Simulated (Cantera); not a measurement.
Charge: 1 mol Fe3O4, a varied amount of CO, 0.11 mol H2, equilibrated at 1075 K and 48.0 mbar.

These are equilibrium values from Cantera (NASA tables, ideal gas, pure condensed phases), not measurements of a reactor. Candidate condensed phases: C, C6H6, C7H8, C8H18, Fe, Fe(CO)5, FeO, Fe(OH)2, Fe(OH)3, Fe2O3, Fe3O4, H2O; 114 gas species. Mutual solubility and eutectic melting of coexisting phases are not modelled. The tables' stoichiometric FeO is somewhat more stable than real wüstite, so its field is too wide. FeO: taken at fixed stoichiometry. Rates play no part.

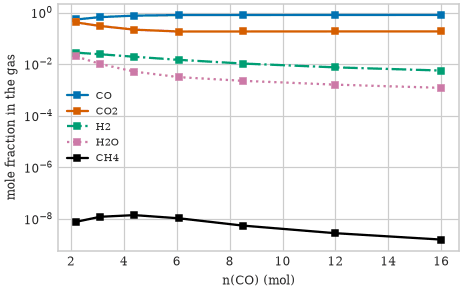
*Equilibrium gas composition (values under 1e-9 drawn at 1e-9)*

Question: Read off the mole fractions at 16 mol CO.

Answer: CO about 0.81, CO2 about 0.19, H2 about 0.0056, H2O about 0.0012.
